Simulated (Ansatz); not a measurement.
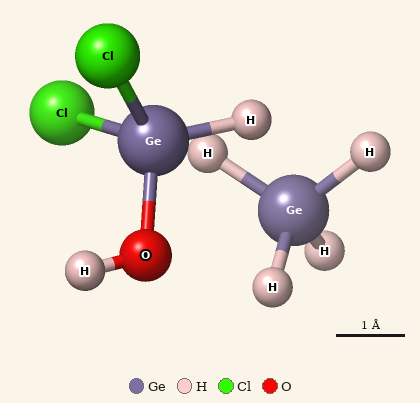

The input geometry (ball-and-stick view, seen at a tilt). Sticks mark near contacts. Bond lengths as drawn: Cl–Ge 2.17 to 2.21 Å, Ge–H 1.53 to 1.55 Å, Ge–O 1.78 Å and H–O 0.98 Å.

# Run report: Ge2H6Cl2O, geometry relaxation (part 1 of 2)

Ge2H6Cl2O, computed with RKS PBE/def2-SVP (Ansatz 0.2.0).

It belongs to a series of runs on one base structure; here: end point B relaxed.

### Log
```
The last accepted step is kept in [file] (removed where the run ends without a failure and the disk answers)
Engine: ansatz 0.2.0, x86_64-unknown-linux-gnu
Functional definition: PBE
  parameter kappa = 0.804
  parameter beta = 0.06672455060314922
  exchange = pbe_x(kappa = kappa, mu = beta*pi^2/3)
  correlation = pbe_c(beta = beta)
1583 factors; their error is unknown
mean field evaluation 1: about -140168.8186 eV, gradient 6.2e1 eV
mean field evaluation 2: about -140103.8401 eV, gradient 1.8e2 eV
mean field evaluation 4: about -140174.8728 eV, gradient 1.5e1 eV
mean field evaluation 8: about -140175.3228 eV, gradient 3.3e-1 eV
mean field evaluation 16: about -140175.2267 eV, gradient 1.7e-4 eV
mean field -140175.22673648 eV, -5151.3445683843 hartree, gradient 4.9e-5 eV, S^2 0.000000; 0 other end points of the search recorded, 0 dependent functions left out
the calculation of the forces begins
reference -140175.22677743 eV, -5151.3445698893 hartree; 56, 56 occupied and 88, 88 virtual orbitals, 1583 factors
relax step   1: F+E_penalty+E_count = -140175.22673648 eV  Δ(F+E_penalty+E_count) = +0.000e0 eV  max|allowed force component| = 4.324e-1 eV/Å  Δτ_max = 0.0000 Å  (27 SCF iters, accepted)
these checks for a lower state are left out or cut short: starts, cluster_reference, orbital_swaps, neighbouring_geometries, increment
1583 factors; their error is unknown
mean field -140175.32784029 eV, -5151.3482838810 hartree, gradient 2.4e-5 eV, S^2 0.000000; 0 other end points of the search recorded, 0 dependent functions left out
[... from here on the field's lines of each further geometry are left out, up to the last ...]
relax step   2: F+E_penalty+E_count = -140175.32784029 eV  Δ(F+E_penalty+E_count) = -1.011e-1 eV  max|allowed force component| = 1.488e-1 eV/Å  Δτ_max = 0.1947 Å  (29 SCF iters, accepted)
relax step   3: F+E_penalty+E_count = -140175.35977516 eV  Δ(F+E_penalty+E_count) = -3.193e-2 eV  max|allowed force component| = 3.348e-1 eV/Å  Δτ_max = 0.2000 Å  (29 SCF iters, accepted)
relax step   4: F+E_penalty+E_count = -140175.34835695 eV  Δ(F+E_penalty+E_count) = +1.142e-2 eV  max|allowed force component| = 2.951e-1 eV/Å  Δτ_max = 0.1801 Å  (29 SCF iters, rejected (line search))
relax step   5: F+E_penalty+E_count = -140175.36577155 eV  Δ(F+E_penalty+E_count) = -5.996e-3 eV  max|allowed force component| = 7.226e-2 eV/Å  Δτ_max = 0.0757 Å  (26 SCF iters, accepted)
relax step   6: F+E_penalty+E_count = -140175.36674571 eV  Δ(F+E_penalty+E_count) = -9.742e-4 eV  max|allowed force component| = 5.342e-2 eV/Å  Δτ_max = 0.0495 Å  (25 SCF iters, accepted)
relax step   7: F+E_penalty+E_count = -140175.36805207 eV  Δ(F+E_penalty+E_count) = -1.306e-3 eV  max|allowed force component| = 4.648e-2 eV/Å  Δτ_max = 0.0464 Å  (26 SCF iters, accepted)
relax step   8: F+E_penalty+E_count = -140175.36884327 eV  Δ(F+E_penalty+E_count) = -7.912e-4 eV  max|allowed force component| = 3.459e-2 eV/Å  Δτ_max = 0.0502 Å  (26 SCF iters, accepted)
relax step   9: F+E_penalty+E_count = -140175.36944953 eV  Δ(F+E_penalty+E_count) = -6.063e-4 eV  max|allowed force component| = 5.497e-2 eV/Å  Δτ_max = 0.0692 Å  (26 SCF iters, accepted)
relax step  10: F+E_penalty+E_count = -140175.36996473 eV  Δ(F+E_penalty+E_count) = -5.152e-4 eV  max|allowed force component| = 4.804e-2 eV/Å  Δτ_max = 0.0314 Å  (27 SCF iters, accepted)
relax step  11: F+E_penalty+E_count = -140175.37002598 eV  Δ(F+E_penalty+E_count) = -6.124e-5 eV  max|allowed force component| = 1.833e-1 eV/Å  Δτ_max = 0.1142 Å  (29 SCF iters, accepted)
relax step  12: F+E_penalty+E_count = -140175.37091105 eV  Δ(F+E_penalty+E_count) = -8.851e-4 eV  max|allowed force component| = 1.198e-1 eV/Å  Δτ_max = 0.0243 Å  (27 SCF iters, accepted)
relax step  13: F+E_penalty+E_count = -140175.37191450 eV  Δ(F+E_penalty+E_count) = -1.003e-3 eV  max|allowed force component| = 1.807e-2 eV/Å  Δτ_max = 0.0249 Å  (27 SCF iters, accepted)
relax step  14: F+E_penalty+E_count = -140175.37237962 eV  Δ(F+E_penalty+E_count) = -4.651e-4 eV  max|allowed force component| = 2.206e-2 eV/Å  Δτ_max = 0.0490 Å  (27 SCF iters, accepted)
relax step  15: F+E_penalty+E_count = -140175.36845631 eV  Δ(F+E_penalty+E_count) = +3.923e-3 eV  max|allowed force component| = 3.029e-1 eV/Å  Δτ_max = 0.1995 Å  (28 SCF iters, rejected (line search))
relax step  16: F+E_penalty+E_count = -140175.37300158 eV  Δ(F+E_penalty+E_count) = -6.220e-4 eV  max|allowed force component| = 7.241e-2 eV/Å  Δτ_max = 0.0970 Å  (26 SCF iters, accepted)
relax step  17: F+E_penalty+E_count = -140175.37335175 eV  Δ(F+E_penalty+E_count) = -3.502e-4 eV  max|allowed force component| = 5.161e-2 eV/Å  Δτ_max = 0.0396 Å  (26 SCF iters, accepted)
relax step  18: F+E_penalty+E_count = -140175.37405714 eV  Δ(F+E_penalty+E_count) = -7.054e-4 eV  max|allowed force component| = 5.639e-2 eV/Å  Δτ_max = 0.0730 Å  (24 SCF iters, accepted)
relax step  19: F+E_penalty+E_count = -140175.37287514 eV  Δ(F+E_penalty+E_count) = +1.182e-3 eV  max|allowed force component| = 1.863e-1 eV/Å  Δτ_max = 0.1704 Å  (28 SCF iters, rejected (line search))
relax step  20: F+E_penalty+E_count = -140175.37526463 eV  Δ(F+E_penalty+E_count) = -1.207e-3 eV  max|allowed force component| = 6.044e-2 eV/Å  Δτ_max = 0.0843 Å  (25 SCF iters, accepted)
relax step  21: F+E_penalty+E_count = -140175.37540061 eV  Δ(F+E_penalty+E_count) = -1.360e-4 eV  max|allowed force component| = 1.070e-1 eV/Å  Δτ_max = 0.0980 Å  (26 SCF iters, accepted)
relax step  22: F+E_penalty+E_count = -140175.37625758 eV  Δ(F+E_penalty+E_count) = -8.570e-4 eV  max|allowed force component| = 1.045e-1 eV/Å  Δτ_max = 0.0489 Å  (27 SCF iters, accepted)
relax step  23: F+E_penalty+E_count = -140175.37737666 eV  Δ(F+E_penalty+E_count) = -1.119e-3 eV  max|allowed force component| = 5.946e-2 eV/Å  Δτ_max = 0.0098 Å  (28 SCF iters, accepted)
relax step  24: F+E_penalty+E_count = -140175.37872125 eV  Δ(F+E_penalty+E_count) = -1.345e-3 eV  max|allowed force component| = 1.901e-2 eV/Å  Δτ_max = 0.0412 Å  (26 SCF iters, accepted)
relax step  25: F+E_penalty+E_count = -140175.38063831 eV  Δ(F+E_penalty+E_count) = -1.917e-3 eV  max|allowed force component| = 6.517e-2 eV/Å  Δτ_max = 0.1296 Å  (28 SCF iters, accepted)
relax step  26: F+E_penalty+E_count = -140175.38036639 eV  Δ(F+E_penalty+E_count) = +2.719e-4 eV  max|allowed force component| = 1.298e-1 eV/Å  Δτ_max = 0.1138 Å  (28 SCF iters, rejected (line search))
relax step  27: F+E_penalty+E_count = -140175.38212098 eV  Δ(F+E_penalty+E_count) = -1.483e-3 eV  max|allowed force component| = 4.436e-2 eV/Å  Δτ_max = 0.0550 Å  (25 SCF iters, accepted)
relax step  28: F+E_penalty+E_count = -140175.38377302 eV  Δ(F+E_penalty+E_count) = -1.652e-3 eV  max|allowed force component| = 6.923e-2 eV/Å  Δτ_max = 0.0976 Å  (26 SCF iters, accepted)
relax step  29: F+E_penalty+E_count = -140175.38277217 eV  Δ(F+E_penalty+E_count) = +1.001e-3 eV  max|allowed force component| = 1.927e-1 eV/Å  Δτ_max = 0.1462 Å  (29 SCF iters, rejected (line search))
relax step  30: F+E_penalty+E_count = -140175.38538054 eV  Δ(F+E_penalty+E_count) = -1.608e-3 eV  max|allowed force component| = 6.591e-2 eV/Å  Δτ_max = 0.0707 Å  (25 SCF iters, accepted)
relax step  31: F+E_penalty+E_count = -140175.38679350 eV  Δ(F+E_penalty+E_count) = -1.413e-3 eV  max|allowed force component| = 7.286e-2 eV/Å  Δτ_max = 0.0744 Å  (26 SCF iters, accepted)
relax step  32: F+E_penalty+E_count = -140175.38807760 eV  Δ(F+E_penalty+E_count) = -1.284e-3 eV  max|allowed force component| = 1.291e-1 eV/Å  Δτ_max = 0.1097 Å  (26 SCF iters, accepted)
relax step  33: F+E_penalty+E_count = -140175.38981569 eV  Δ(F+E_penalty+E_count) = -1.738e-3 eV  max|allowed force component| = 1.311e-1 eV/Å  Δτ_max = 0.0375 Å  (27 SCF iters, accepted)
relax step  34: F+E_penalty+E_count = -140175.39203507 eV  Δ(F+E_penalty+E_count) = -2.219e-3 eV  max|allowed force component| = 6.308e-2 eV/Å  Δτ_max = 0.0519 Å  (27 SCF iters, accepted)
relax step  35: F+E_penalty+E_count = -140175.39556840 eV  Δ(F+E_penalty+E_count) = -3.533e-3 eV  max|allowed force component| = 9.143e-2 eV/Å  Δτ_max = 0.1610 Å  (29 SCF iters, accepted)
relax step  36: F+E_penalty+E_count = -140175.39632142 eV  Δ(F+E_penalty+E_count) = -7.530e-4 eV  max|allowed force component| = 1.746e-1 eV/Å  Δτ_max = 0.1211 Å  (25 SCF iters, accepted)
relax step  37: F+E_penalty+E_count = -140175.39892335 eV  Δ(F+E_penalty+E_count) = -2.602e-3 eV  max|allowed force component| = 9.628e-2 eV/Å  Δτ_max = 0.0140 Å  (26 SCF iters, accepted)
relax step  38: F+E_penalty+E_count = -140175.40027333 eV  Δ(F+E_penalty+E_count) = -1.350e-3 eV  max|allowed force component| = 1.998e-1 eV/Å  Δτ_max = 0.0549 Å  (25 SCF iters, accepted)
relax step  39: F+E_penalty+E_count = -140175.40219559 eV  Δ(F+E_penalty+E_count) = -1.922e-3 eV  max|allowed force component| = 8.084e-2 eV/Å  Δτ_max = 0.0565 Å  (26 SCF iters, accepted)
relax step  40: F+E_penalty+E_count = -140175.40229438 eV  Δ(F+E_penalty+E_count) = -9.878e-5 eV  max|allowed force component| = 1.374e-1 eV/Å  Δτ_max = 0.1460 Å  (28 SCF iters, accepted)
relax step  41: F+E_penalty+E_count = -140175.40457080 eV  Δ(F+E_penalty+E_count) = -2.276e-3 eV  max|allowed force component| = 5.802e-2 eV/Å  Δτ_max = 0.0277 Å  (26 SCF iters, accepted)
relax step  42: F+E_penalty+E_count = -140175.40525673 eV  Δ(F+E_penalty+E_count) = -6.859e-4 eV  max|allowed force component| = 5.923e-2 eV/Å  Δτ_max = 0.0197 Å  (26 SCF iters, accepted)
the calculation of the forces begins
reference -140175.40620303 eV, -5151.3511636586 hartree; 56, 56 occupied and 88, 88 virtual orbitals, 1583 factors
relax step  43: F+E_penalty+E_count = -140175.40615900 eV  Δ(F+E_penalty+E_count) = -9.023e-4 eV  max|allowed force component| = 9.646e-3 eV/Å  Δτ_max = 0.0365 Å  (26 SCF iters, accepted)
1583 factors; their error is unknown
mean field evaluation 256: about -140175.0889 eV, gradient 1.5e1 eV
```

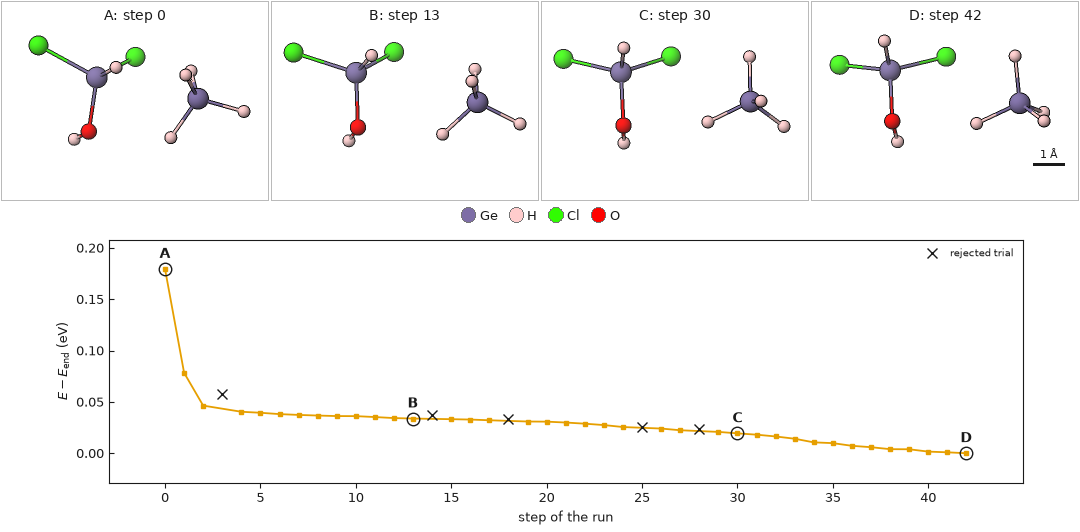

Frames of the relaxation (ball-and-stick view, seen at a tilt) above the curves, on which the letters mark them (the first geometry is step 0 here and step 1 in the log).

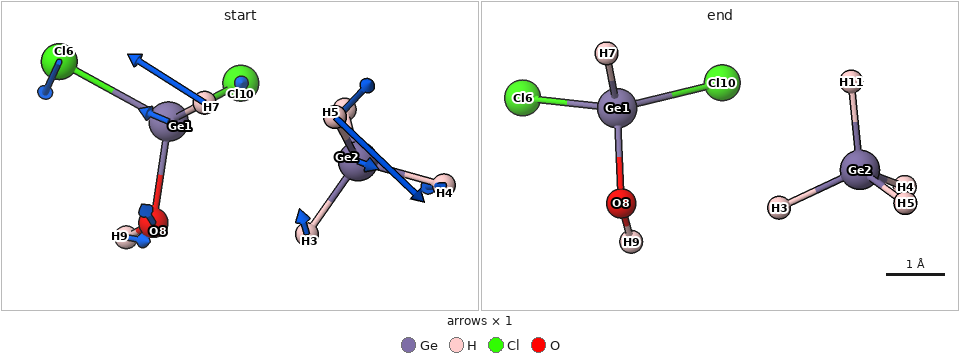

Before (left) and after (right) the relaxation, at one scale (ball-and-stick view, seen at a tilt). The blue arrows give the displacements, at true length. After 42 geometry steps the energy has fallen by 0.179 eV. Largest force component: 0.43 eV/Å at the start, 0.0096 eV/Å at the end. The line search rejected the trial steps at points 3, 14, 18, 25, 28 (counted from 0) and went back. The atom that moves furthest after the best rigid fit is H5 (2.16 Å). Largest moves by element: H 2.16 Å, Cl 1.59 Å, O 0.64 Å, Ge 0.64 Å. Among the contacts that change: Ge1–Cl10 2.206 → 2.174 Å, Ge1–H7 1.528 → 1.537 Å. (Atoms are counted from 1 in the order of the input.)

```
mean field -140175.40615900 eV, -5151.3511620405 hartree, gradient 5.2e-5 eV, S^2 0.000000; 1 other end points of the search recorded, 0 dependent functions left out
the calculation of the forces begins
reference -140175.40620303 eV, -5151.3511636586 hartree; 56, 56 occupied and 88, 88 virtual orbitals, 1583 factors
Total energy: -140175.40620303 eV, -5151.3511636586 hartree
Atom 0 at     0.540684    -0.551194    -0.893030 Å, force    -0.000350     0.003548    -0.002480 eV/Å
Atom 1 at     0.048974    -0.151367     3.726644 Å, force    -0.001655     0.000833     0.001862 eV/Å
Atom 2 at    -0.855451    -0.057464     2.474298 Å, force    -0.001801    -0.000216    -0.000984 eV/Å
Atom 3 at     0.184958    -1.630236     4.163117 Å, force     0.000650    -0.000223    -0.001403 eV/Å
Atom 4 at    -0.578861     0.668161     4.882414 Å, force    -0.000791    -0.003237     0.001190 eV/Å
Atom 5 at     0.652968    -1.468641    -2.854457 Å, force    -0.001092    -0.003156     0.000198 eV/Å
Atom 6 at     1.177445     0.847280    -0.892934 Å, force    -0.001670    -0.003752    -0.002644 eV/Å
Atom 7 at    -1.156414    -0.349147    -0.402827 Å, force     0.007809     0.009646    -0.001585 eV/Å
Atom 8 at    -1.618510    -1.206163    -0.324568 Å, force    -0.003816    -0.005220     0.003758 eV/Å
Atom 9 at     1.557545    -1.893446     0.481187 Å, force     0.002032     0.000890     0.000999 eV/Å
Atom 10 at     1.449162     0.421418     3.398557 Å, force     0.000684     0.000887     0.001089 eV/Å
Dipole moment:    -0.116134     0.033726    -0.026889 e Å
```

### Trajectory as extended XYZ (Å, eV, eV/Å), 20 of the 43 frames kept, from step=1 to step=43
```
11
Properties=species:S:1:pos:R:3:forces:R:3 step=1 energy=-140175.22674
Ge    0.3862   -0.4758   -0.2754    0.2888  -0.4324  -0.2537
Ge    0.0992   -0.1455    3.3093   -0.0201   0.0312   0.2931
H    -1.2363   -0.5193    2.6211   -0.0108   0.0107  -0.0027
H     0.0202   -0.4896    4.8171    0.0005  -0.0114   0.0030
H     0.3363    1.3801    3.1559   -0.0024  -0.0117  -0.0044
Cl    0.9828    0.0580   -2.2932   -0.0085  -0.0072   0.0121
H     0.4278    0.7554    0.6293    0.0054   0.0711   0.0597
O    -1.2761   -1.1051   -0.2868    0.0314   0.0332   0.0231
H    -1.3730   -1.8466   -0.9151   -0.0014  -0.0152  -0.0021
Cl    1.7890   -2.0509    0.3695   -0.2260   0.2243  -0.3342
H     1.2464   -0.9315    2.6268   -0.0568   0.1074   0.2062
11
Properties=species:S:1:pos:R:3:forces:R:3 step=3 energy=-140175.35977
Ge    0.4295   -0.5172   -0.5563   -0.1306   0.0399  -0.1731
Ge    0.0688   -0.1031    3.6069   -0.0009   0.0149   0.0619
H    -1.2519   -0.4847    2.8960   -0.0053  -0.0017  -0.0202
H    -0.0367   -0.4368    5.1156    0.0136  -0.0254  -0.0196
H     0.3089    1.4208    3.4520    0.0146  -0.0214  -0.0292
Cl    0.9605    0.0368   -2.5866    0.0282  -0.0198   0.0004
H     0.5104    0.7048    0.3630    0.0033   0.0559   0.0785
O    -1.2553   -1.0902   -0.5194    0.0403  -0.3348  -0.1237
H    -1.3631   -1.9268   -1.0274    0.0332   0.3190   0.1767
Cl    1.7932   -2.0843    0.0530    0.0309  -0.0657   0.0117
H     1.2383   -0.8901    2.9615   -0.0273   0.0390   0.0366
11
Properties=species:S:1:pos:R:3:forces:R:3 step=5 energy=-140175.36577
Ge    0.4347   -0.5197   -0.5895    0.0210  -0.0193  -0.0114
Ge    0.0582   -0.0910    3.6340    0.0015   0.0046  -0.0014
H    -1.2424   -0.4778    2.8885   -0.0005  -0.0006  -0.0019
H    -0.0682   -0.4425    5.1353   -0.0019  -0.0050   0.0047
H     0.2989    1.4322    3.4797    0.0014  -0.0062   0.0007
Cl    0.9417    0.0431   -2.6223   -0.0056   0.0003   0.0097
H     0.5403    0.6766    0.3657    0.0037   0.0487  -0.0004
O    -1.2417   -1.1001   -0.5035   -0.0174  -0.0723  -0.0303
H    -1.3648   -1.9210   -1.0209   -0.0103   0.0574   0.0255
Cl    1.7987   -2.1078   -0.0187    0.0109  -0.0129  -0.0031
H     1.2470   -0.8627    3.0099   -0.0030   0.0054   0.0078
11
Properties=species:S:1:pos:R:3:forces:R:3 step=8 energy=-140175.36884
Ge    0.4581   -0.5251   -0.6136    0.0010   0.0346   0.0222
Ge    0.0466   -0.0949    3.6479   -0.0081  -0.0004   0.0084
H    -1.2016   -0.4579    2.8055    0.0127   0.0042   0.0055
H    -0.1706   -0.5134    5.1230    0.0025   0.0010  -0.0186
H     0.2861    1.4348    3.5766   -0.0037  -0.0104   0.0000
Cl    0.8558   -0.0430   -2.6916   -0.0085  -0.0060   0.0132
H     0.6064    0.7126    0.2874    0.0108  -0.0099  -0.0233
O    -1.2145   -1.0931   -0.4186    0.0046  -0.0076  -0.0158
H    -1.4008   -1.8741   -0.9750   -0.0047  -0.0040   0.0055
Cl    1.8571   -2.0857   -0.0515   -0.0019  -0.0033  -0.0005
H     1.2799   -0.8310    3.0684   -0.0047   0.0018   0.0034
```
